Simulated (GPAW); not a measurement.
# A GW chain in GPAW: Te2Mo, part 2 of 2

Wanted: ground state, empty states, screening and self-energy for Te2Mo.

GPAW 26.7.0; PBE and many-body steps on it, plane waves. Known limits of the many-body steps: not at the basis limit; no spin-orbit coupling.

So far. Step 3 (Bands along the symmetry lines): The gap is 1.131 eV, as in the run before at this level. Step 4 (Empty states on the mesh, 12×12×1 mesh, 264 bands): On this mesh the gap is 1.131 eV.

### 5. Screening and self-energy, 12×12×1 mesh, 118 bands, screening to 48 eV

Now the one-shot GW correction: screening in the RPA, then the self-energy of the levels asked for.

This step: G0W0 on PBE, plane waves, PAW.

File run.py:

```python
import json
import numpy as np
from gpaw.mpi import world
from gpaw.response.g0w0 import G0W0

gw = G0W0('full.gpw',
    filename='gw',
    kpts=[0, 9],
    bands=(11, 15),
    ecut=48,
    nbands=118,
    truncation='2D',
    integrate_gamma='sphere',
    q0_correction=True,
    frequencies={'type': 'nonlinear', 'domega0': 0.15, 'omega2': 15.0},
    eta=0.1,
    nblocksmax=True)
gw.calculate()
res = {mode: {k: v for k, v in r.items() if k != 'sigma_eskwn'}
       for mode, r in gw.all_results.items()}

if world.rank == 0:
    with open('result.json', 'w') as f:
        json.dump(res, f, default=lambda x: x.tolist())
```

Run with:

```bash
$ mpirun -n 4 gpaw python run.py
```

Numbers of over 12 decimals in the logs are rounded to 6 here.

Log:

```text
Using integrator: PointIntegrator
NonLinearFrequencyDescriptor(from 0.000 to 103.845 eV, 180 points)
Nonperiodic BCs:  [False False  True]
Using integrator: PointIntegrator
NonLinearFrequencyDescriptor(from 0.000 to 103.845 eV, 180 points)
Nonperiodic BCs:  [False False  True]
Applying analytical 2D correction to W:
    Evaluating Gamma point contribution to W on a 13x13x1 grid
  ___  _ _ _
 |   || | | |
 | | || | | |
 |__ ||_____|
 |___|

BZ k-points: Symmetries present (total): 12

  [... matrices ...]
144 k-points: 12 x 12 x 1 Monkhorst-Pack grid + [1/24,1/24,0.000000]
19 k-points in the irreducible part of the Brillouin zone
       k-points in crystal coordinates                weights
   0:    -0.00000000   -0.00000000    0.00000000          1/144
   1:     0.08333333   -0.00000000    0.00000000          6/144
   2:     0.16666667   -0.08333333    0.00000000          6/144
   3:     0.16666667   -0.00000000    0.00000000          6/144
   4:     0.25000000   -0.08333333    0.00000000         12/144
   5:     0.25000000   -0.00000000    0.00000000          6/144
   6:     0.33333333   -0.16666667    0.00000000          6/144
   7:     0.33333333   -0.08333333    0.00000000         12/144
   8:     0.33333333   -0.00000000    0.00000000          6/144
   9:     0.33333333    0.33333333    0.00000000          2/144
          ...
  18:     0.50000000    0.50000000    0.00000000          3/144

Distributing spins, k-points and bands (1 x 2 x 4) over 1 process
Number of blocks: 4

Quasi particle states:
k-points (IBZ indices): [0, 9]
Band range: (11, 15)
  [... matrices ...]
Computational parameters:
Plane wave cut-off: 48 eV
Number of bands: 118
Coulomb cutoff: 2D
Broadening: 0.1 eV

fxc modes: GW
Kernel: RPA
Using full-frequency real axis integration
Summing all q:

Calculating screened Coulomb potential
2D Coulomb truncation
NonLinearFrequencyDescriptor(from 0.000 to 103.845 eV, 180 points)
Removing empty qpoint cache files...

Calculating chi0 body with:
    Ground state adapter containing:
    Number of spins: 1
    Number of kpoints: 144
    Number of irreducible kpoints: 19
    Number of completely occupied states: 13
    Number of partially occupied states: 13
    Occupied states memory: 4.62744140625 M / cpu

    Linear response parametrization:
    q_c: [-2.0816681711721685e-17, -2.0816681711721685e-17, 0.0]
    Number of frequency points: 180
    Planewave cutoff: 48.0
    Number of bands: 118
    Number of planewaves: 95
    Broadening (eta): 0.1
    comm.size: 4
    kncomm.size: 1
    blockcomm.size: 4

    Memory estimate of potentially large arrays:
        chi0_wGG: 6.196976 M / cpu
Integrating chi0 body.

Symmetries of q_c:
    Direct symmetries (Uq -> q): 12
    Indirect symmetries (TUq -> q): 12
In total 24 allowed symmetries.

  [... matrices ...]
19 groups of equivalent kpoints. 86.805556% reduction.

Integral kind: spectral function
Integrating chi0 head and wings.

Symmetries of q_c:
    Direct symmetries (Uq -> q): 12
    Indirect symmetries (TUq -> q): 12
In total 24 allowed symmetries.

  [... matrices ...]
19 groups of equivalent kpoints. 86.805556% reduction.

Integral kind: spectral function wings

Calculating chi0 body with:
    Ground state adapter containing:
    Number of spins: 1
    Number of kpoints: 144
    Number of irreducible kpoints: 19
    Number of completely occupied states: 13
    Number of partially occupied states: 13
[... the further q-points ...]

Results:
f:      Occupation numbers
eps:     KS-eigenvalues [eV]
vxc:     KS vxc [eV]
exx:     Exact exchange [eV]
sigma:   Self-energies [eV]
dsigma:  Self-energy derivatives
Z:       Renormalization factors
qp:      QP-energies [eV]

k-point 0 (0): (-0.000, -0.000, 0.000)                GW
band       f     eps     vxc     exx   sigma  dsigma       Z      qp
                                                                   GW
  11   1.000   0.426 -18.822 -19.672   1.542  -0.406   0.711   0.918
  12   1.000   0.766 -16.952 -17.792   1.294  -0.421   0.704   1.085
  13   0.000   4.444 -16.804 -12.510  -2.991  -0.428   0.700   5.357
  14   0.000   4.444 -16.804 -12.510  -2.991  -0.428   0.700   5.357

k-point 1 (9): (0.333, 0.333, 0.000)                GW
band       f     eps     vxc     exx   sigma  dsigma       Z      qp
                                                                   GW
  11   1.000  -0.455 -16.173 -18.307   2.271  -0.448   0.691  -0.360
  12   1.000   1.274 -18.084 -18.176   0.781  -0.421   0.704   1.759
  13   0.000   2.406 -19.676 -15.432  -2.573  -0.414   0.707   3.587
  14   0.000   3.150 -17.187 -12.866  -2.885  -0.398   0.715   4.178
```

Run time: 6.5 min. Hardware: 4 MPI ranks of Arm Neoverse V1, shared host; peak memory 2.5 GiB.

Numbers from this step:

| Quantity | Value |
| --- | --- |
| G0W0 gap on the points computed | 1.828 eV |
| least direct G0W0 gap on the computed points | 1.828 eV |
| Z at the valence top | 0.7038 |
| Z at the conduction bottom | 0.7072 |
| starting gap on the mesh | 1.131 eV |
| k of the valence top | 0.3333, 0.3333, 0 |
| k of the conduction bottom | 0.3333, 0.3333, 0 |

The gap on the mesh goes from 1.13 eV to 1.83 eV, a correction of +0.70 eV.

Limits: finite bands, cutoff and mesh; no spin-orbit coupling. v1 is the top filled band, c1 the lowest empty one. Levels before and after the correction, in eV, zero at the valence-band top of each column:

```tsv
	conduction bottom	valence top
Kohn-Sham	1.13	0.00
G0W0	1.83	0.00
```

```tsv
	level	energy (eV)
Kohn-Sham	(0.333 0.333 0) v2	-1.730
Kohn-Sham	(0.333 0.333 0) v1	0.000
Kohn-Sham	(0.333 0.333 0) c1	1.131
Kohn-Sham	(0.333 0.333 0) c2	1.876
G0W0	(0.333 0.333 0) v2	-2.119
G0W0	(0.333 0.333 0) v1	0.000
G0W0	(0.333 0.333 0) c1	1.828
G0W0	(0.333 0.333 0) c2	2.418
```

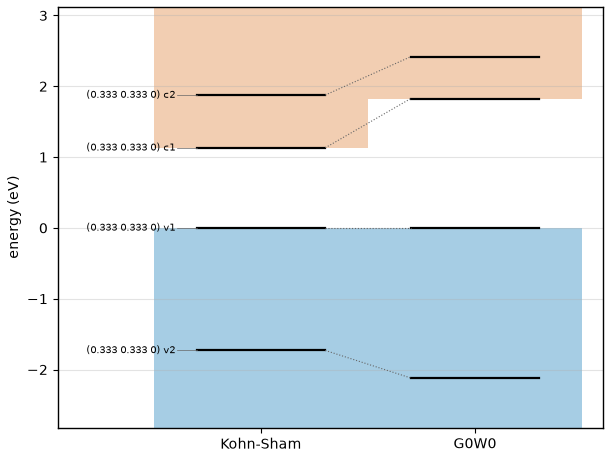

Levels before and after the correction. Shaded: valence and conduction bands.

### 6. Where the time went

Times are wall times on 4 MPI ranks of Arm Neoverse V1, shared host, good to a factor of about two.

```tsv
step	time	share	memory (GiB)
ground state	11 s	2 %	0.73
bands along the symmetry lines	11 s	2 %	0.79
empty states on the mesh	3 min	31 %	4.5
screening and self-energy	6.5 min	66 %	2.5
```

### 7. Summary of results

```
PBE gap              : 1.13 eV, direct
G0W0 gap on the mesh : 1.83 eV
GW settings          : 12×12×1 mesh, 118 bands, screening to 48 eV, full frequency, Hilbert transform
known limits         : not at the basis limit; no spin-orbit coupling
```

What this shows: G0W0 moves the gap on the mesh from 1.13 eV to 1.83 eV (+0.70 eV), with Z of 0.70 and 0.71 at the edges. Only 2 of the mesh's irreducible points were corrected, so a valley elsewhere could overtake. The dearest step here is «screening and self-energy». Bands and cutoff are finite, so the gap is not at the basis limit. The miss can reach some tenths of an eV and take either sign; the mesh is an error of its own. These stock PAW sets were not made for GW; the filled d or f shell of Te lies in the frozen core, which bears on start and correction. In the G0W0 run levels were corrected at 2 k points alone, so a gap called «on the mesh» is the least over those, and an edge elsewhere would be missed. The many-body steps are scalar-relativistic: spin-orbit coupling is not in them.

[Paths, hosts, dates, memory and timing lines, banners, echoed tables and standing remarks are left out of the program output.]

[Logs are printed without paths, hosts, clocks, repeated set-up lines and the standing remarks that a program may print on its own settings, such as how far it seeks lower states.]

[Runs of the session that timed out or met a known fault of the program may be left out.]

[Hosts, paths, dates, database ids (printed as entryN), source tags and the programs' standing remarks are cut or masked in the printed files.]
